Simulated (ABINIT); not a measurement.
## A GW chain in ABINIT: BN (Qingsongite)

Wanted: ground state, empty states, screening and self-energy for BN (Qingsongite).

Method: PBE and many-body steps on it, plane waves, in ABINIT 10.8.3.

### Step 1. Starting point

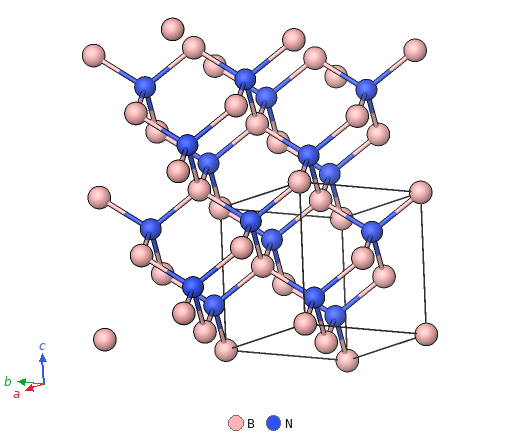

The starting structure, seen from a free direction (boron pink, nitrogen blue). 1×2×2 cells are drawn. This picture shows the conventional cell, with its axes. Bonds to atoms that aren't drawn are left out. Some periodic images of atoms are drawn too.

The cell and positions come from the Crystallography Open Database and are kept as given unless a step says otherwise.

### Step 2. Ground state

This step: ABINIT 10.8.3; DFT, PBE, plane waves, norm-conserving pseudopotentials.

The ground-state density comes first.

File run.abi:

```
acell 3*1.0 Angstrom
rprim 
  -0.000000000000 1.807500000000 1.807500000000
  1.807500000000 0.000000000000 1.807500000000
  1.807500000000 1.807500000000 -0.000000000000
ntypat 2
znucl 5 7
natom 2
typat 1 2
xred 
  0.000000000000 0.000000000000 0.000000000000
  0.250000000000 0.250000000000 0.250000000000
pp_dirpath "pseudos"
pseudos "B.upf, N.upf"
ecut 36
ngkpt 10 10 10
nshiftk 1
shiftk 0 0 0
kptopt 1
chksymbreak 0
nband 9
occopt 1
tolvrs 1e-10
nstep 60
prtwf 0
optforces 0
optstress 0
indata_prefix "in"
outdata_prefix "out"
tmpdata_prefix "tmp"
```

Run with:

```bash
$ OMP_NUM_THREADS=1 mpirun -n 4 abinit run.abi > log
```

Numbers of over 12 decimals in the logs are rounded to 6 here.

Output:

```text
.Version 10.8.3 of ABINIT. v10.8.2 released Aug 2026.

 Symmetries : space group F-4 3 m (#216); Bravais cF (face-center cubic)
================================================================================
 Values of the parameters that define the memory need of the present run
     intxc =       0    ionmov =       0      iscf =       7    lmnmax =       4
     lnmax =       4     mgfft =      30  mpssoang =       2    mqgrid =    3001
     natom =       2  nloc_mem =       1    nspden =       1   nspinor =       1
    nsppol =       1      nsym =      24    n1xccc =    2501    ntypat =       2
    occopt =       1   xclevel =       2
-    mband =           9        mffmem =           1         mkmem =          12
       mpw =         845          nfft =       27000          nkpt =          47
================================================================================
  Rough estimation (10% accuracy) of disk space for files :
================================================================================

--------------------------------------------------------------------------------
------------- Echo of variables that govern the present computation ------------
--------------------------------------------------------------------------------
 -outvars: echo values of preprocessed input variables --------
            acell      1.8897261259E+00  1.8897261259E+00  1.8897261259E+00 Bohr

      chksymbreak           0
             ecut      3.60000000E+01 Hartree
-          fftalg         312

              ixc     -101130
              kpt      0.00000000E+00  0.00000000E+00  0.00000000E+00
                       1.00000000E-01  0.00000000E+00  0.00000000E+00
                       2.00000000E-01  0.00000000E+00  0.00000000E+00
                       3.00000000E-01  0.00000000E+00  0.00000000E+00
                       4.00000000E-01  0.00000000E+00  0.00000000E+00
                       5.00000000E-01  0.00000000E+00  0.00000000E+00
                       1.00000000E-01  1.00000000E-01  0.00000000E+00
                       2.00000000E-01  1.00000000E-01  0.00000000E+00
                       3.00000000E-01  1.00000000E-01  0.00000000E+00
   [... 36 further rows ...]
                      -3.00000000E-01  4.00000000E-01  2.00000000E-01
                      -3.00000000E-01  5.00000000E-01  2.00000000E-01
         kptrlatt       10    0    0      0   10    0      0    0   10
          kptrlen      4.83050094E+01
P           mkmem          12
            natom           2
            nband           9
            ngfft          30      30      30
             nkpt          47
            nstep          60
             nsym          24
           ntypat           2
              occ      2.000000  2.000000  2.000000  2.000000  0.000000  0.000000
[...]
optforces           0
        optstress           0
            prtwf           0
            rprim     -0.0000000000E+00  1.8075000000E+00  1.8075000000E+00
[...]
spgroup         216

           tolvrs      1.00000000E-10

             xred      0.0000000000E+00  0.0000000000E+00  0.0000000000E+00
[...]
znucl        5.00000    7.00000

================================================================================

 chkinp: Checking input parameters for consistency.

================================================================================
== DATASET  1 ==================================================================
-   mpi_nproc: 4, omp_nthreads: 1 (-1 if OMP is not activated)

--- !DatasetInfo
iteration_state: {dtset: 1, }
dimensions: {natom: 2, nkpt: 47, mband: 9, nsppol: 1, nspinor: 1, nspden: 1, mpw: 845, }
cutoff_energies: {ecut:  36.0, pawecutdg:  -1.0, }
electrons: {nelect:   8.00000000E+00, charge:   0.00000000E+00, occopt:   1.00000000E+00, tsmear:   1.00000000E-02, }

 Real(R)+Recip(G) space primitive vectors, cartesian coordinates (Bohr,Bohr^-1):
 R(1)=  0.0000000  3.4156800  3.4156800  G(1)= -0.1463837  0.1463837  0.1463837
 R(2)=  3.4156800  0.0000000  3.4156800  G(2)=  0.1463837 -0.1463837  0.1463837
 R(3)=  3.4156800  3.4156800  0.0000000  G(3)=  0.1463837  0.1463837 -0.1463837
 Unit cell volume ucvol=  7.9700586E+01 bohr^3
 Angles (23,13,12)=  6.00000000E+01  6.00000000E+01  6.00000000E+01 degrees

 getcut: wavevector=  0.0000  0.0000  0.0000  ngfft=  30  30  30
         ecut(hartree)=     36.000   => boxcut(ratio)=   2.30194

 getcut : COMMENT -
  Note that boxcut > 2.2 ; recall that boxcut=Gcut(box)/Gcut(sphere) = 2
  is sufficient for exact treatment of convolution.
  Such a large boxcut is a waste : you could raise ecut
  e.g. ecut=   47.690509 Hartrees makes boxcut=2

--- Pseudopotential description ------------------------------------------------
- B Generated using ONCVPSP code by D. R. Hamann
-  5.00000   3.00000  171031                  znucl, zion, pspdat
12 -101130 1 -1 1534                          pspcod,pspxc,lmax,lloc,mmax
     nproj     2     2
  pspatm : epsatm=    3.38844616
         --- l  ekb(1:nproj) -->
[...]
pspatm: atomic psp has been read  and splines computed

- N Generated using ONCVPSP code by D. R. Hamann
-  7.00000   5.00000  171031                  znucl, zion, pspdat
12 -101130 1 -1 1058                          pspcod,pspxc,lmax,lloc,mmax
     nproj     2     2
  pspatm : epsatm=    5.20977870
         --- l  ekb(1:nproj) -->
[...]
1   -4.293905   -1.006988
 pspatm: atomic psp has been read  and splines computed

   6.87857989E+01                                ecore*ucvol(ha*bohr**3)
--------------------------------------------------------------------------------

_setup2: Arith. and geom. avg. npw (full set) are     822.053     822.026

================================================================================

--- !BeginCycle
iteration_state: {dtset: 1, }
solver: {iscf: 7, nstep: 60, nline: 4, wfoptalg: 0, }
tolerances: {tolvrs: 1.00E-10, }

     iter   Etot(hartree)      deltaE(h)  residm     vres2
 ETOT  1  -13.353670328845    -1.335E+01 1.866E-01 1.447E+02
 ETOT  2  -13.373136893714    -1.947E-02 6.470E-03 1.104E+02
 ETOT  3  -13.402464776550    -2.933E-02 3.876E-03 1.734E-01
 ETOT  4  -13.402502334780    -3.756E-05 4.257E-03 1.682E-03
 ETOT  5  -13.402502505884    -1.711E-07 1.198E-03 3.940E-05
 ETOT  6  -13.402502511439    -5.556E-09 1.069E-03 2.572E-07
 ETOT  7  -13.402502511479    -3.939E-11 2.420E-04 2.030E-09
 ETOT  8  -13.402502511479    -1.315E-13 2.105E-04 5.379E-11

 At SCF step    8       vres2   =  5.38E-11 < tolvrs=  1.00E-10 =>converged.

--- !ResultsGS
iteration_state: {dtset: 1, }
comment   : Summary of ground state results
lattice_vectors:
- [ -0.0000000,   3.4156800,   3.4156800, ]
- [  3.4156800,   0.0000000,   3.4156800, ]
- [  3.4156800,   3.4156800,  -0.0000000, ]
lattice_lengths: [   4.83050,    4.83050,    4.83050, ]
lattice_angles: [ 60.000,  60.000,  60.000, ] # degrees, (23, 13, 12)
lattice_volume:   7.9700586E+01
convergence: {deltae: -1.315E-13, res2:  5.379E-11, residm:  2.105E-04, diffor:  0.000E+00, }
etotal    :  -1.34025025E+01
entropy   :   0.00000000E+00
fermie    :   3.02092262E-01
cartesian_stress_tensor: null
pressure_GPa: null
xred      :
- [  0.0000E+00,   0.0000E+00,   0.0000E+00,  B]
- [  2.5000E-01,   2.5000E-01,   2.5000E-01,  N]
cartesian_forces: null
force_length_stats: {min: null, max: null, mean: null, }

 Integrated electronic density in atomic spheres:
 ------------------------------------------------
 Atom  Sphere_radius  Integrated_density
    1        2.00000          3.32049900
    2        2.00000          5.75124674
================================================================================

 ----iterations are completed or convergence reached----

 Mean square residual over all n,k,spin=   10.187E-07; max=  21.054E-05
 reduced coordinates (array xred) for    2 atoms
       0.000000000000      0.000000000000      0.000000000000
       0.250000000000      0.250000000000      0.250000000000
 rms dE/dt=  0.0000E+00; max dE/dt=  0.0000E+00; dE/dt below (all hartree)
    1       0.000000000000      0.000000000000      0.000000000000
    2       0.000000000000      0.000000000000      0.000000000000

 cartesian coordinates (angstrom) at end:
    1      0.000000     0.000000     0.000000
    2      0.903750     0.903750     0.903750
 length scales=  1.889726125908  1.889726125908  1.889726125908 bohr
              =  1.000000000000  1.000000000000  1.000000000000 angstroms
 prteigrs : about to open file out_EIG
 Fermi (or HOMO) energy (hartree) =   0.30209   Average Vxc (hartree)=  -0.47450
 Eigenvalues (hartree) for nkpt=  47  k points:
 kpt#   1, nband=  9, wtk=  0.00100, kpt=  0.0000  0.0000  0.0000 (reduced coord)
  -0.44062    0.30209    0.30209    0.30209    0.62836    0.62836    0.62836    0.68304
   1.21148
 prteigrs : prtvol=0 or 1, do not print more k-points.

--- !EnergyTerms
iteration_state     : {dtset: 1, }
comment             : Components of total free energy in Hartree
kinetic             :  9.41230010599648E+00
hartree             :  1.79183179045680E+00
xc                  : -4.37198988812425E+00
Ewald energy        : -1.31703929426445E+01
psp_core            :  8.63052609504914E-01
local_psp           : -6.86018895556562E+00
non_local_psp       : -1.06711523110257E+00
total_energy        : -1.34025025114787E+01
total_energy_eV     : -3.64700672502578E+02
band_energy         :  1.04301569482710E-01

== END DATASET(S) ==============================================================
================================================================================

 -outvars: echo values of variables after computation  --------
           etotal     -1.3402502511E+01
            nband           9
             nkpt          47
          spgroup         216
 [... the other variables as echoed above ...]

 Calculation completed.
```

Run time: 4 s. Hardware: 4 MPI ranks of Arm Neoverse V2, shared host; peak memory 0.25 GiB; 15 s of CPU time.

This step gave:

```yaml
total_energy: -364.7007 eV
gap: 4.535 eV
k_of_the_valence_top: 0, 0, 0
k_of_the_conduction_bottom: 0.5, 0.5, 0
least_direct_gap: 8.878 eV
```

The gap is indirect, with the least direct gap 4.34 eV higher.

### Step 3. Bands along the symmetry lines

The cheap functional maps the bands first; the places of the edges decide which points the dearer methods must see.

File run.abi:

```
acell 3*1.0 Angstrom
rprim 
  -0.000000000000 1.807500000000 1.807500000000
  1.807500000000 0.000000000000 1.807500000000
  1.807500000000 1.807500000000 -0.000000000000
ntypat 2
znucl 5 7
natom 2
typat 1 2
xred 
  0.000000000000 0.000000000000 0.000000000000
  0.250000000000 0.250000000000 0.250000000000
pp_dirpath "pseudos"
pseudos "B.upf, N.upf"
ecut 36
iscf -2
irdden 1
kptopt 0
nkpt 50
kpt 
  0.00000000 0.00000000 0.00000000
  -0.06250000 -0.06250000 0.00000000
  -0.12500000 -0.12500000 0.00000000
  -0.18750000 -0.18750000 0.00000000
  -0.25000000 -0.25000000 0.00000000
  -0.31250000 -0.31250000 0.00000000
  -0.37500000 -0.37500000 0.00000000
  -0.43750000 -0.43750000 0.00000000
  -0.50000000 -0.50000000 0.00000000
  -0.48437500 -0.48437500 0.03125000
  -0.46875000 -0.46875000 0.06250000
  -0.45312500 -0.45312500 0.09375000
  -0.43750000 -0.43750000 0.12500000
  -0.42187500 -0.42187500 0.15625000
  -0.40625000 -0.40625000 0.18750000
  -0.39062500 -0.39062500 0.21875000
  -0.37500000 -0.37500000 0.25000000
  -0.37500000 0.00000000 0.37500000
  -0.32812500 0.00000000 0.32812500
  -0.28125000 0.00000000 0.28125000
  -0.23437500 0.00000000 0.23437500
  -0.18750000 0.00000000 0.18750000
  -0.14062500 0.00000000 0.14062500
  -0.09375000 0.00000000 0.09375000
  -0.04687500 0.00000000 0.04687500
  0.00000000 0.00000000 0.00000000
  0.00000000 0.00000000 0.06250000
  0.00000000 0.00000000 0.12500000
  0.00000000 0.00000000 0.18750000
  0.00000000 0.00000000 0.25000000
  0.00000000 0.00000000 0.31250000
  0.00000000 0.00000000 0.37500000
  0.00000000 0.00000000 0.43750000
  -0.00000000 -0.00000000 0.50000000
  -0.06250000 -0.03125000 0.46875000
  -0.12500000 -0.06250000 0.43750000
  -0.18750000 -0.09375000 0.40625000
  -0.25000000 -0.12500000 0.37500000
  -0.31250000 -0.15625000 0.34375000
  -0.37500000 -0.18750000 0.31250000
  -0.43750000 -0.21875000 0.28125000
  -0.50000000 -0.25000000 0.25000000
  -0.50000000 -0.28125000 0.21875000
  -0.50000000 -0.31250000 0.18750000
  -0.50000000 -0.34375000 0.15625000
  -0.50000000 -0.37500000 0.12500000
  -0.50000000 -0.40625000 0.09375000
  -0.50000000 -0.43750000 0.06250000
  -0.50000000 -0.46875000 0.03125000
  -0.50000000 -0.50000000 0.00000000
istwfk *1
nband 11
nbdbuf 2
tolwfr 1e-08
nstep 40
prtwf 0
prtvol 0
indata_prefix "in"
outdata_prefix "out"
tmpdata_prefix "tmp"
```

Output:

```text
.Version 10.8.3 of ABINIT. v10.8.2 released Aug 2026.

 Symmetries : space group F-4 3 m (#216); Bravais cF (face-center cubic)
[... echo of the input left out ...]
== DATASET  1 ==================================================================
-   mpi_nproc: 4, omp_nthreads: 1 (-1 if OMP is not activated)

--- !DatasetInfo
iteration_state: {dtset: 1, }
dimensions: {natom: 2, nkpt: 50, mband: 11, nsppol: 1, nspinor: 1, nspden: 1, mpw: 869, }
cutoff_energies: {ecut:  36.0, pawecutdg:  -1.0, }
electrons: {nelect:   8.00000000E+00, charge:   0.00000000E+00, occopt:   1.00000000E+00, tsmear:   1.00000000E-02, }

 Real(R)+Recip(G) space primitive vectors, cartesian coordinates (Bohr,Bohr^-1):
 R(1)=  0.0000000  3.4156800  3.4156800  G(1)= -0.1463837  0.1463837  0.1463837
 R(2)=  3.4156800  0.0000000  3.4156800  G(2)=  0.1463837 -0.1463837  0.1463837
 R(3)=  3.4156800  3.4156800  0.0000000  G(3)=  0.1463837  0.1463837 -0.1463837
 Unit cell volume ucvol=  7.9700586E+01 bohr^3
 Angles (23,13,12)=  6.00000000E+01  6.00000000E+01  6.00000000E+01 degrees

 getcut: wavevector=  0.0000  0.0000  0.0000  ngfft=  30  30  30
         ecut(hartree)=     36.000   => boxcut(ratio)=   2.30194

 getcut : COMMENT -
  Note that boxcut > 2.2 ; recall that boxcut=Gcut(box)/Gcut(sphere) = 2
  is sufficient for exact treatment of convolution.
  Such a large boxcut is a waste : you could raise ecut
  e.g. ecut=   47.690509 Hartrees makes boxcut=2

--- Pseudopotential description ------------------------------------------------
- B Generated using ONCVPSP code by D. R. Hamann
-  5.00000   3.00000  171031                  znucl, zion, pspdat
12 -101130 1 -1 1534                          pspcod,pspxc,lmax,lloc,mmax
     nproj     2     2
  pspatm : epsatm=    3.38844616
         --- l  ekb(1:nproj) -->
             0    8.382104    1.234201
             1   -3.719492   -0.867526
 pspatm: atomic psp has been read  and splines computed

- N Generated using ONCVPSP code by D. R. Hamann
-  7.00000   5.00000  171031                  znucl, zion, pspdat
12 -101130 1 -1 1058                          pspcod,pspxc,lmax,lloc,mmax
     nproj     2     2
  pspatm : epsatm=    5.20977870
         --- l  ekb(1:nproj) -->
             0    7.494509    0.636305
[...]
pspatm: atomic psp has been read  and splines computed

--------------------------------------------------------------------------------

================================================================================
 prteigrs : about to open file out_EIG
 Non-SCF case, kpt    1 (  0.00000  0.00000  0.00000), residuals and eigenvalues=
  3.63E-09  1.60E-09  3.17E-09  5.09E-09  1.41E-09  2.39E-09  4.64E-09  8.61E-09
[...]
-4.4062E-01  3.0209E-01  3.0209E-01  3.0209E-01  6.2836E-01  6.2836E-01
  6.2836E-01  6.8304E-01  1.2115E+00  1.3357E+00  1.3401E+00
[...]
2.44E-09  5.19E-10  7.21E-10  4.52E-09  4.15E-09  4.50E-09  5.55E-09  6.02E-09
[...]
-4.2207E-01  2.5628E-01  2.6132E-01  2.6132E-01  6.0371E-01  6.8440E-01
  6.8440E-01  7.2542E-01  1.0748E+00  1.2549E+00  1.3632E+00
[...]
Non-SCF case, kpt   49 ( -0.50000 -0.46875  0.03125), residuals and eigenvalues=
[...]
-2.3481E-01 -2.4246E-02  1.1910E-01  1.1965E-01  4.7418E-01  6.4952E-01
  9.5633E-01  9.5955E-01  1.0628E+00  1.2999E+00  1.5362E+00
 Non-SCF case, kpt   50 ( -0.50000 -0.50000  0.00000), residuals and eigenvalues=
[...]
-2.3521E-01 -2.5226E-02  1.2176E-01  1.2176E-01  4.6875E-01  6.4539E-01
  9.6028E-01  9.6028E-01  1.0651E+00  1.3031E+00  1.5460E+00

--- !ResultsGS
iteration_state: {dtset: 1, }
comment   : Summary of ground state results
lattice_vectors:
- [ -0.0000000,   3.4156800,   3.4156800, ]
- [  3.4156800,   0.0000000,   3.4156800, ]
- [  3.4156800,   3.4156800,  -0.0000000, ]
lattice_lengths: [   4.83050,    4.83050,    4.83050, ]
lattice_angles: [ 60.000,  60.000,  60.000, ] # degrees, (23, 13, 12)
lattice_volume:   7.9700586E+01
convergence: {deltae:  0.000E+00, res2:  0.000E+00, residm:  9.954E-09, diffor:  0.000E+00, }
etotal    :  -1.34025025E+01
entropy   :   0.00000000E+00
fermie    :   3.02092262E-01
cartesian_stress_tensor: null
pressure_GPa: null
xred      :
- [  0.0000E+00,   0.0000E+00,   0.0000E+00,  B]
- [  2.5000E-01,   2.5000E-01,   2.5000E-01,  N]
cartesian_forces: null
force_length_stats: {min: null, max: null, mean: null, }

 Integrated electronic density in atomic spheres:
 ------------------------------------------------
 Atom  Sphere_radius  Integrated_density
[...]
================================================================================

 ----iterations are completed or convergence reached----

 Mean square residual over all n,k,spin=   42.205E-10; max=  99.540E-10
 reduced coordinates (array xred) for    2 atoms
[...]
cartesian coordinates (angstrom) at end:
    1      0.000000     0.000000     0.000000
    2      0.903750     0.903750     0.903750
 length scales=  1.889726125908  1.889726125908  1.889726125908 bohr
              =  1.000000000000  1.000000000000  1.000000000000 angstroms
 prteigrs : about to open file out_EIG
 Eigenvalues (hartree) for nkpt=  50  k points:
 kpt#   1, nband= 11, wtk=  1.00000, kpt=  0.0000  0.0000  0.0000 (reduced coord)
[...]
kpt#   2, nband= 11, wtk=  1.00000, kpt= -0.0625 -0.0625  0.0000 (reduced coord)
[...]
kpt#   3, nband= 11, wtk=  1.00000, kpt= -0.1250 -0.1250  0.0000 (reduced coord)
[...]
kpt#  49, nband= 11, wtk=  1.00000, kpt= -0.5000 -0.4687  0.0313 (reduced coord)
  -0.23481   -0.02425    0.11910    0.11965    0.47418    0.64952    0.95633    0.95955
   1.06281    1.29990    1.53616
 kpt#  50, nband= 11, wtk=  1.00000, kpt= -0.5000 -0.5000  0.0000 (reduced coord)
  -0.23521   -0.02523    0.12176    0.12176    0.46875    0.64539    0.96028    0.96028
   1.06505    1.30307    1.54598

== END DATASET(S) ==============================================================
================================================================================

 -outvars: echo values of variables after computation  --------
            nband          11
             nkpt          50
          spgroup         216
 [... the other variables as echoed above ...]

 Calculation completed.
```

Wall time 3 s (4 MPI ranks); peak memory 0.07 GiB.

This step gave:

* gap: 4.535 eV
* k of the valence top: 0, 0, 0
* k of the conduction bottom: -0.5, -0.5, 0
* least direct gap: 8.878 eV

The gap is 4.535 eV, as in the run before at this level.

Electronic bands along the path, in eV, zero at the top of the highest filled band; v1 is the highest filled band, c1 the lowest empty one:

| point | v4 | v3 | v2 | v1 | c1 | c2 | c3 | c4 |
| --- | --- | --- | --- | --- | --- | --- | --- | --- |
| Γ | -20.21 | 0.00 | 0.00 | 0.00 | 8.88 | 8.88 | 8.88 | 10.37 |
| X | -14.62 | -8.91 | -4.91 | -4.91 | 4.54 | 9.34 | 17.91 | 17.91 |
| U | -14.54 | -8.12 | -7.66 | -4.08 | 6.98 | 12.95 | 15.84 | 16.68 |
| jump to K | -14.54 | -8.12 | -7.66 | -4.08 | 6.98 | 12.95 | 15.84 | 16.68 |
| Γ | -20.21 | 0.00 | 0.00 | 0.00 | 8.88 | 8.88 | 8.88 | 10.37 |
| L | -15.99 | -10.68 | -1.94 | -1.94 | 10.21 | 10.78 | 10.78 | 15.26 |
| W | -14.31 | -7.58 | -6.96 | -6.50 | 9.65 | 13.35 | 14.61 | 14.69 |
| X | -14.62 | -8.91 | -4.91 | -4.91 | 4.54 | 9.34 | 17.91 | 17.91 |

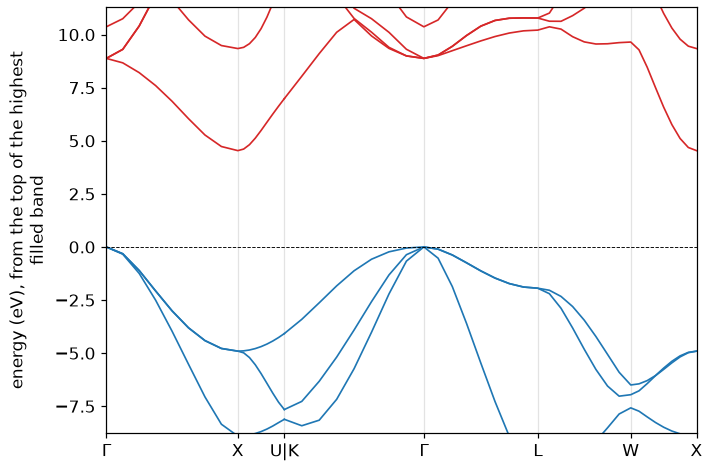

Electronic bands along the path; lines of filled and empty bands in two colours.

(Part 1 of 2 ends here.)

[Paths, hosts, dates, memory and timing lines, banners, echoed tables and standing remarks are left out of the program output.]

[Logs are printed without paths, hosts, clocks, repeated set-up lines and the standing remarks that a program may print on its own settings, such as how far it seeks lower states.]

[Runs of the session that timed out or met a known fault of the program may be left out.]

[Hosts, paths, dates, database ids (printed as entryN), source tags and the programs' standing remarks are cut or masked in the printed files.]

[G0W0 gaps are taken among the corrected bands and points alone; a level outside them can change the order at an edge.]

[Where Ansatz stands beside ABINIT at settings called matched, ABINIT's density can come from a denser mesh and the files from another edition; pairs whose starting gaps differed by over 0.03 eV were left out, so agreement reads better than it is.]
